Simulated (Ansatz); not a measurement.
# Fields on a plane of Gd (hcp, Mg type)

```xyz
2
Lattice="3.6484 0.0000 0.0000 -1.8242 3.1596 0.0000 0.0000 0.0000 5.8348" Properties=species:S:1:pos:R:3 pbc="T T T"
Gd     0.0000     2.1064     4.3761
Gd     1.8242     1.0532     1.4587
```

The slice is a (0001) plane (indices of the conventional cell) through the point (0.333, 0.667, 0.750) (fractional), spanned by u = [110] and v = [1 -1 0] in vectors of this cell: u (3.65 Å) and v (6.32 Å, at 90° to u). It covers one period; positions are fractions (u, v).

Atoms on it: Gd at (0.00, 0.00); Gd at (0.50, 0.50).

All values below come from PBE (plane waves to 420 eV, PAW, scalar-relativistic; Ansatz, an electronic-structure program). k mesh 15×15×8. Near the nuclei the fields are pseudised (PAW); where an atom keeps semicore shells as valence, they peak there. Gd was relaxed with its symmetry unable to fall. Relaxed Gd ends ferromagnetic. Other magnetic orders were not checked, so this need not be the ground state. The f-shell state is unchecked: a lower one may exist.

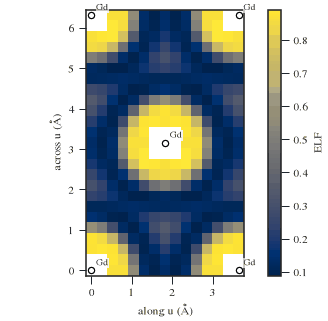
Fig. 1. ELF of the down spins, one period of the plane, atoms marked. Points within 0.5 Å of a nucleus are left white, as the pseudised field means little there.

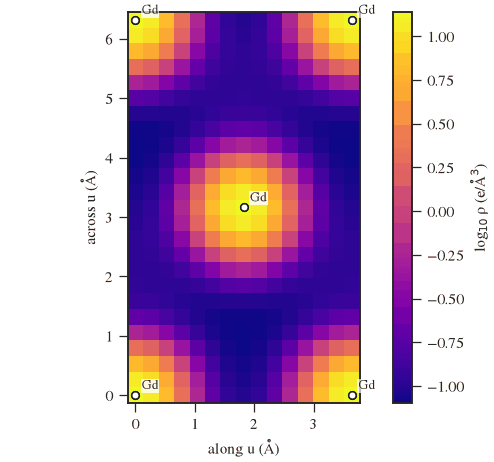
Figure: Log₁₀ of the valence density in e/Å³, one period of the plane, atoms marked. The scale is logarithmic, as a density can span decades between atoms and voids.

- Density on the Gd–Gd line (3.65 Å) at its midpoint: 0.10 e/Å³
- ELF at that point: 0.20
